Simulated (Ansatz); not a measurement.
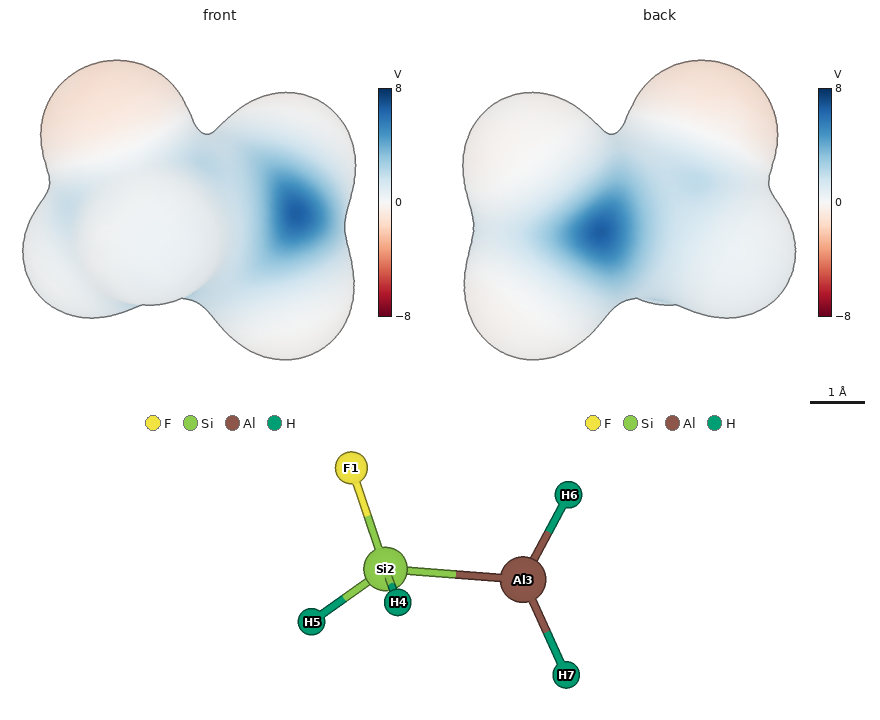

*AlFH4Si (SMILES F[SiH2][AlH2]). The electrostatic potential painted on the density surface at 0.004 e/bohr³, seen from the front and from behind; the colour scale runs from red (negative) to blue (positive). The bare structure is drawn below in the same view.*

Geometry: PBE0-D4/def2-TZVP.

Method: RKS PBE0-D4/def2-TZVPP in Ansatz.

Input file:

```
crystal:
  periodic: [false, false, false]
  atoms:
    - {symbol: F, position_ang: [-2.194578, 0.145068, 0.051040]}
    - {symbol: Si, position_ang: [-0.786483, -0.244198, -0.632679]}
    - {symbol: Al, position_ang: [1.116771, 0.304900, 0.839507]}
    - {symbol: H, position_ang: [-0.847869, -1.699066, -0.958097]}
    - {symbol: H, position_ang: [-0.719953, 0.480172, -1.935465]}
    - {symbol: H, position_ang: [0.909301, 0.963926, 2.267669]}
    - {symbol: H, position_ang: [2.584111, -0.018901, 0.322324]}
basis:
  gaussian: {orbitals: def2-TZVPP}
hamiltonian: {xc: pbe0, dispersion: d4}
output: {orbitals: {seedname: orbitals}}
```

Run with:

```sh
ansatz run in.yaml --threads 2 --pin off --events-out ev --progress --plain --max-ram 4352MiB
```

> Which sites attract a positive test charge, and which a negative one?

A positive charge is drawn to the negative regions and a negative charge to the positive ones. The most negative region (about −1.1 V, or −25 kcal/mol for a unit charge) lies over F1, the most positive (about +6.2 V, or +143 kcal/mol for a unit charge) over Al3.
